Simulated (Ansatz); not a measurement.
LiCl (rock salt)

```cif
data_Cl4Li4
_chemical_formula_sum 'Cl4 Li4'
_space_group_name_H-M_alt 'Fm-3m'
_space_group_IT_number 225
_space_group_name_Hall '-F 4 2 3'
_cell_length_a 5.15039
_cell_length_b 5.15039
_cell_length_c 5.15039
_cell_angle_alpha 90.000
_cell_angle_beta 90.000
_cell_angle_gamma 90.000
loop_
_atom_site_label
_atom_site_type_symbol
_atom_site_symmetry_multiplicity
_atom_site_Wyckoff_symbol
_atom_site_fract_x
_atom_site_fract_y
_atom_site_fract_z
_atom_site_occupancy
Cl1 Cl 4 a 0.00000 0.00000 0.00000 1
Li1 Li 4 b 0.50000 0.50000 0.50000 1
```
(The calculation used a cell of 2 atoms; values per cell refer to that cell.)

Equation-of-state scan: isotropic scaling of the cell above, V₀ being its volume. Symmetry pins the atoms to their sites.

All values below come from PBE (plane waves to 420 eV, PAW, scalar-relativistic; Ansatz, a first-principles code). k mesh 11×11×11 (Γ-centred), Fermi-Dirac smearing 0.05 eV. Energies are smeared free energies. LiCl was relaxed with its symmetry unable to fall. ΔE is measured from the relaxed starting cell.

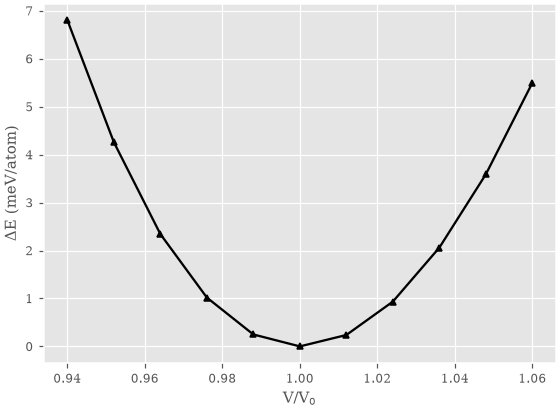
Figure: ΔE (meV/atom) against V/V₀; computed points joined by lines.

What is ΔE at V/V₀ = 1.060?

About 5.5 meV/atom.

What is ΔE at V/V₀ = 0.940?

About 6.8 meV/atom.

What bulk modulus B₀ follows from a third-order Birch-Murnaghan fit?

About 32 GPa.

(Under strain, the slope of the energy per volume gives the stress and its curvature an elastic modulus.)
